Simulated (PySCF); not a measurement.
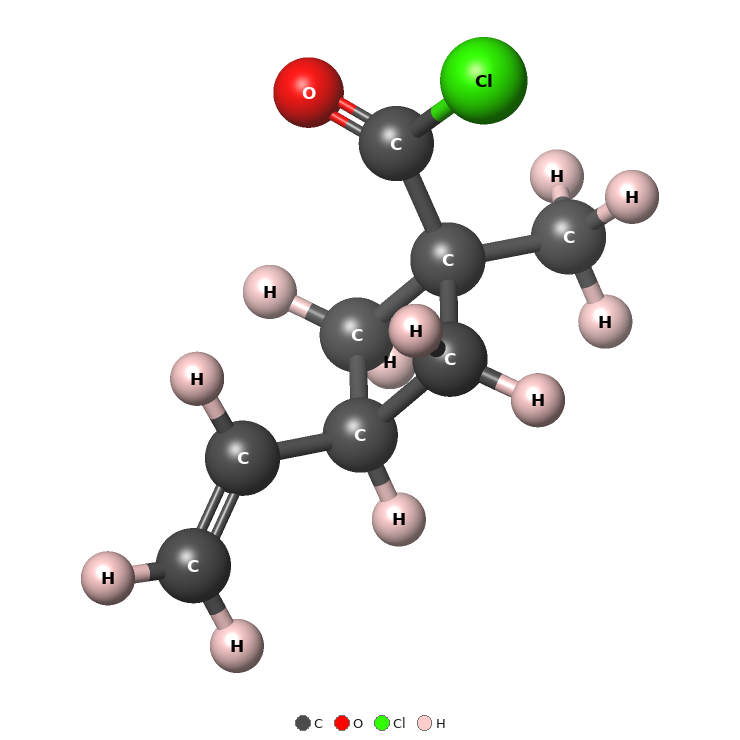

The computed structure is the end point of a GFN2-xTB optimisation. No frequency run is at hand to confirm it as a minimum. Properties computed with PBE0/pcSseg-1, gas phase (PySCF 2.14.0).

### What is the dipole moment?

3.11 D.

### Give the HOMO energy (Kohn–Sham orbital) at this level.

−7.59 eV.

### Give the HOMO–LUMO gap at this level.

6.62 eV.
